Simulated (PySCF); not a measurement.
C3H6, triplet, SMILES `[CH2]C[CH2]`.

PySCF calculation, PBE0/cc-pVTZ, gas phase; geometry: GFN2-xTB. No frequency check shows the geometry to be a minimum. A basis without diffuse functions makes polarisabilities too small. The stability of the open-shell solution wasn't checked. GFN2-xTB doesn't know the spin state, so this open-shell geometry is rough.

Coordinates in Å:

```
C1      -1.2349    0.2794    0.0030
C2      -0.0000   -0.5294   -0.0008
C3       1.2350    0.2794   -0.0026
H4      -2.1884   -0.1919   -0.1364
H5      -1.2043    1.3234    0.2405
H6      -0.0134   -1.2202   -0.8676
H7       0.0134   -1.2191    0.8698
H8       2.1884   -0.1917    0.1374
H9       1.2044    1.3231   -0.2414
```

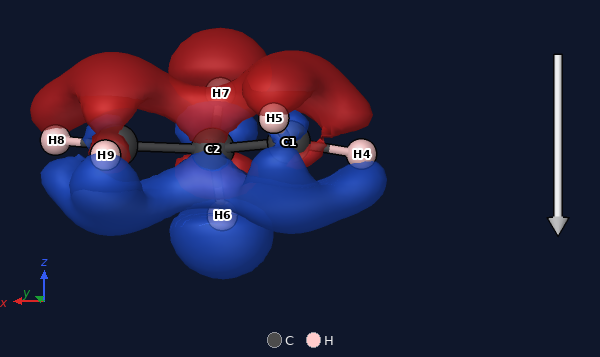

Change of the electron density in a uniform field of 0.41 V/Å along −z (arrow), surfaces at ±0.003 e/Å³ (red: gain, blue: loss).

Question: How large is the response?

Answer: The induced dipole is 0.56 D (along the field); α along this axis, from the fields in both directions, is 28 bohr³ (4.1 Å³).

Question: Which atoms gain and lose the most charge?

Answer: Electrons gather most on H7 (Hirshfeld charge changes by −0.013 e) and leave H6 most (+0.013 e); 0.066 electrons are displaced in all.
